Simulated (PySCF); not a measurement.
Dissociation curve of MgH, doublet.

UHF/cc-pVTZ (PySCF); ROHF/cc-pVTZ (PySCF); UKS-PBE = PySCF with unrestricted PBE/cc-pVTZ.

Magnitude of the dipole moment (D; its direction can reverse along the curve, and a method can change to another solution) and Mulliken charge of the fragment that holds Mg1:

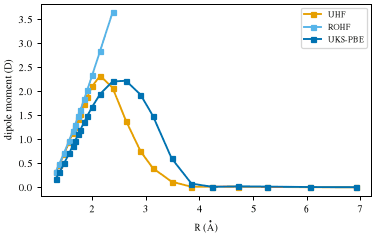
Fig. 1. Dipole moment against bond length.

```
R / Å  μ UHF  q UHF  μ ROHF  q ROHF  μ UKS-PBE  q UKS-PBE
-----  -----  -----  ------  ------  ---------  ---------
1.32    0.31   0.29    0.33    0.30       0.17       0.23
1.39    0.48   0.26    0.49    0.27       0.31       0.17
1.48    0.70   0.25    0.73    0.25       0.50       0.15
1.57    0.94   0.25    0.97    0.25       0.71       0.16
1.64    1.14   0.25    1.18    0.26       0.87       0.17
1.68    1.25   0.26    1.30    0.27       0.96       0.18
1.74    1.42   0.27    1.48    0.28       1.11       0.19
1.78    1.53   0.27    1.61    0.28       1.20       0.19
1.85    1.73   0.28    1.83    0.29       1.36       0.20
1.91    1.89   0.28    2.03    0.30       1.49       0.21
2.00    2.11   0.28    2.33    0.31       1.68       0.21
2.15    2.32   0.26    2.85    0.32       1.95       0.21
2.38    2.07   0.19    3.65    0.33       2.21       0.20
2.63    1.39   0.10       —       —       2.22       0.17
2.90    0.75   0.05       —       —       1.93       0.13
3.13    0.40   0.02       —       —       1.49       0.09
3.48    0.12   0.01       —       —       0.61       0.02
3.85    0.01   0.00       —       —       0.08       0.00
4.24    0.01   0.00       —       —       0.01      -0.01
4.72    0.01   0.00       —       —       0.02       0.00
5.26    0.01   0.00       —       —       0.02       0.00
6.05    0.00   0.00       —       —       0.01       0.00
6.92    0.00   0.00       —       —       0.00       0.00
```

A dash means that the run gave no value there, or that the column was ended at a point which the program doubted or which failed a test of continuity chosen for this set; such a test can also cut sound points.

The unrestricted determinant behind UHF is spin-contaminated at 2.38 to 3.13 Å (<S²> up to 0.9, against 0.75 for a pure doublet).
